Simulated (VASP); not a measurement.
Shape and ions are relaxed at each volume.

Energy against volume of CrO2 (rutile). These are LDA (Ceperley-Alder, Perdew-Zunger), VASP's LDA PAW potentials (set 64) (plane waves; VASP 6.6.1) values and carry that method's errors.

The moments were started parallel, and other spin orders were not tried in this run.

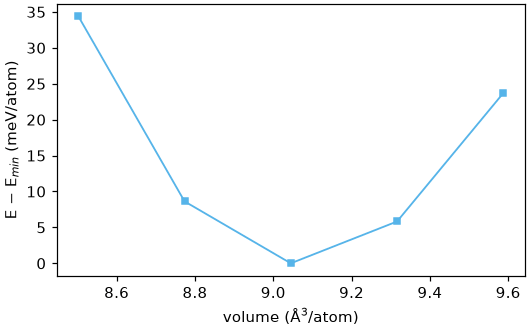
Figure: Energy against volume

Q: Estimate the equilibrium volume and the bulk modulus.

A: The minimum lies near 9.1 Å³/atom, and the curvature gives B0 of about 280 GPa.

The compound is CrO2 in the rutile structure. It was relaxed first.
